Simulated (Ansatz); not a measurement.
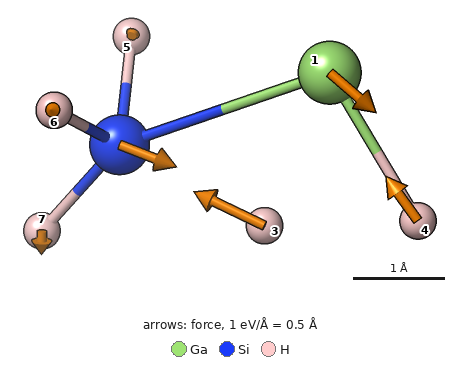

Starting geometry of GaSiH5 with the computed forces as orange arrows. The picture is a ball-and-stick view, seen at a tilt.

The reaction that was planned forms Si2–H3 and breaks Ga1–Si2, Ga1–H3 (atoms numbered from 1 in input order).

These are results of RKS PBE0-D4/def2-SVP in Ansatz 0.2.0, not measurements.

Input file:
```yaml
crystal:
  periodic: [false, false, false]
  atoms:
    - {symbol: Ga, position_ang: [-0.981500, -0.604400, 1.537300]}
    - {symbol: Si, position_ang: [0.701700, 0.418500, -0.351100]}
    - {symbol: H, position_ang: [-0.874300, -0.572400, -0.483400]}
    - {symbol: H, position_ang: [-2.313000, -1.367900, 0.405200]}
    - {symbol: H, position_ang: [1.797900, -0.254400, 0.382200]}
    - {symbol: H, position_ang: [0.489400, 1.758000, 0.237900]}
    - {symbol: H, position_ang: [1.179700, 0.622700, -1.728100]}
basis:
  gaussian: {orbitals: def2-SVP}
hamiltonian: {xc: pbe0, dispersion: d4}
relax: {f_tol: 0.08, max_steps: 120, escape_saddle: false, constraints: [{distance: [1, 2]}, {distance: [0, 1]}, {distance: [0, 2]}]}
```

Run as
```bash
ansatz run in.yaml --threads 2 --pin off --events-out ev --progress --plain --max-ram 4352MiB
```

Q: What follows when this structure is relaxed?

A: It isn't relaxed: the largest force vector, on H3, is 1.80 eV/Å. The final displacements follow the starting forces only in part (cosine between the two patterns 0.47). The atom that moves furthest after the best rigid fit is H7 (0.18 Å). By element the largest moves are H 0.18 Å, Ga 0.14 Å, Si 0.09 Å. Some distances before and after: Ga1–H4 1.907 → 1.668 Å, Si2–H7 1.472 → 1.501 Å, Si2–H5 1.481 → 1.491 Å. Bond angles that change, for instance: Ga1–Si2–H7 154.1° → 140.8°, Ga1–Si2–H5 86.8° → 92.4°, H5–Si2–H6 108.7° → 112.6°. After 2 geometry steps the energy has fallen by 23.2 kJ/mol. The largest force component goes from 0.95 to 0.069 eV/Å. The run took 5.5 s on 2 threads of Arm Neoverse V2 (shared host).
